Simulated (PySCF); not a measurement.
**CH$_{6}$FSi$_{3}$ (doublet): density, localisation and related maps**

```yaml
atoms:
  - { symbol: F, position_ang: [0.3431, 2.5362, -0.7864] }
  - { symbol: Si, position_ang: [0.1337, 0.9489, -1.0994] }
  - { symbol: Si, position_ang: [1.4971, -0.4087, 0.2644] }
  - { symbol: C, position_ang: [-0.1167, -0.9914, 0.9939] }
  - { symbol: Si, position_ang: [-1.5471, -0.1124, 0.1941] }
  - { symbol: H, position_ang: [0.0249, 1.0524, -2.5552] }
  - { symbol: H, position_ang: [2.4167, -1.4305, -0.2654] }
  - { symbol: H, position_ang: [2.3405, 0.4610, 1.1059] }
  - { symbol: H, position_ang: [-0.2013, -1.6672, 1.8342] }
  - { symbol: H, position_ang: [-2.5551, 0.5247, 1.0570] }
  - { symbol: H, position_ang: [-2.3304, -0.9103, -0.7690] }
```

Geometry: GFN2-xTB.

All numbers below come from UKS B3LYP, pcH-1 on C F H Si, non-relativistic, mean-field spin-orbit, GIAO (PySCF 2.14.0, density-fitted response routines).

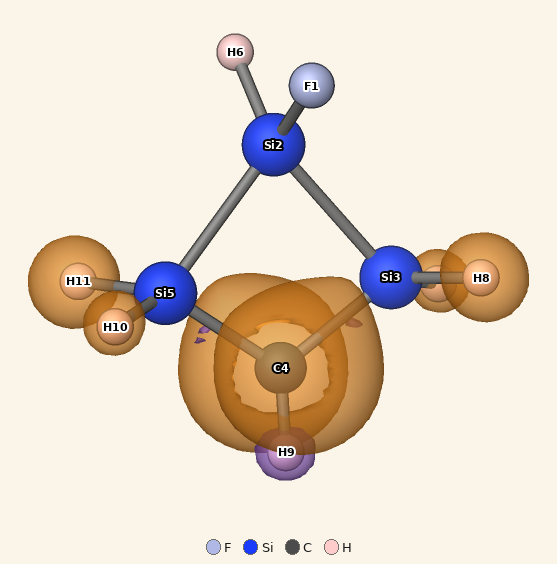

Figure 1. Isosurfaces of the spin density at +0.015 (orange) and −0.015 e/Å³ (purple), seen at a tilt.

Describe the spin distribution.

Answer. The unpaired spin (1 electron) lies mostly on C4 (about 0.7), Si3 (about 0.1) and Si5 (about 0.1), in electrons by Hirshfeld's partition.

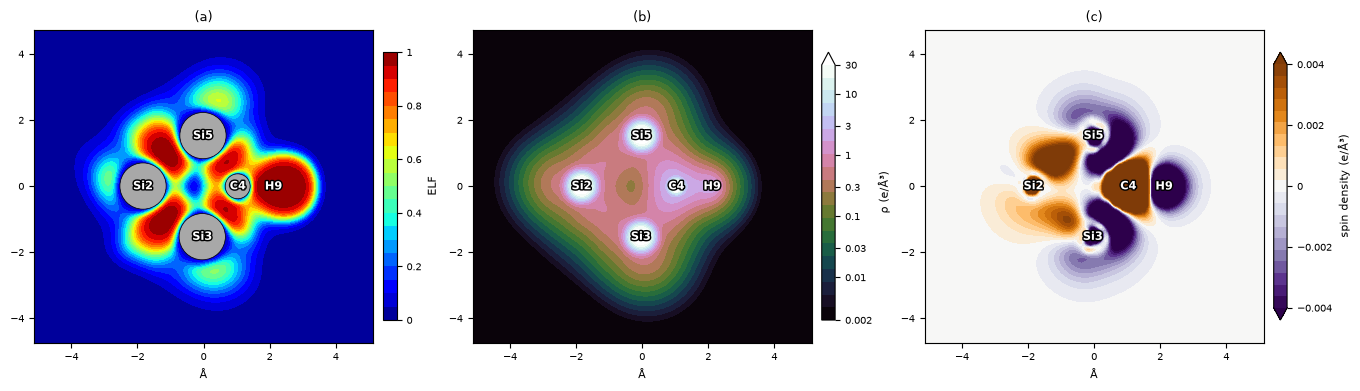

Figure 2. (a) electron localisation function; (b) total electron density; (c) spin density on the plane of atoms Si3, Si2 and Si5. Grey discs cover the atomic cores in the ELF map.

Interpret the plot.

Answer. Atoms in the plane: Si, C and H. C–Si (1.86 Å): the density is about 0.94 e/Å³ at the midpoint; the ELF peaks at about 0.95 between the atoms: a covalent bond. Si–Si (2.36 Å): ρ at the midpoint is about 0.62 e/Å³; the ELF peaks at about 1 between the atoms, as expected for a covalent bond. C–H (1.08 Å): the density is about 2 e/Å³ at the midpoint; the ELF climbs to about 1 towards the hydrogen, as it does in any bond to H; a covalent bond by its length.

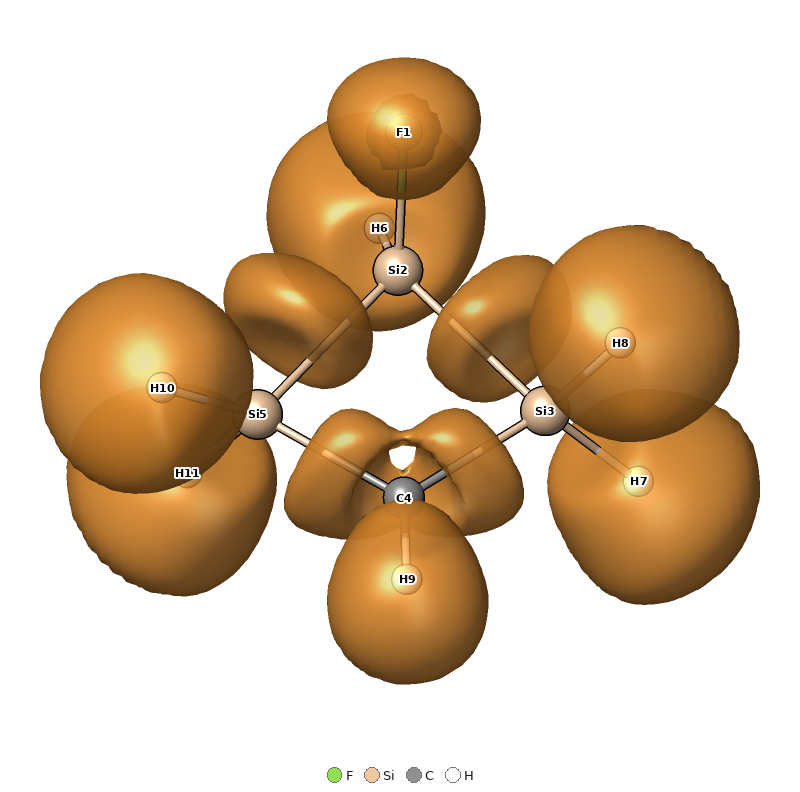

Figure 3. Isosurface of the ELF at 0.75 (orange), seen at a tilt. Core shells and regions of very low density are left out.

Describe the localisation domains.

Answer. At this value the surface marks out two regions between bonded Si–Si atoms (shared pairs), six regions around hydrogen nuclei, one region on C in which the atom's valence shell and bonds are merged and one region wrapped around F (its lone pairs, merged into a ring or cap).


Si–F (1.63 Å): the ELF peaks at about 0.85 in the valence shell of F, 0.6 Å from its nucleus, and is about 0.55 at the midpoint.

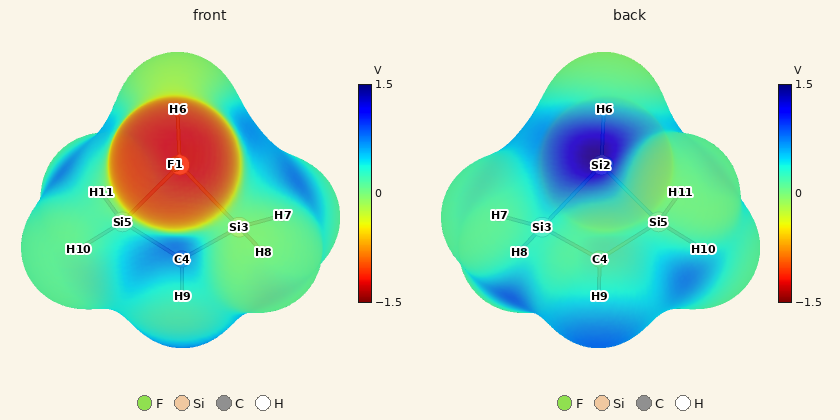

Figure 4. The electrostatic potential painted on the density surface at 0.001 e/bohr³, seen from the front and from behind; the colour scale runs from red (negative) to blue (positive).

Which sites attract a positive test charge, and which a negative one?

Answer. A positive charge is drawn to the negative regions and a negative charge to the positive ones. The most negative region (about −1.1 V, or −25 kcal/mol for a unit charge) lies over F1, the most positive (about +1.3 V, or +30 kcal/mol for a unit charge) over Si2.
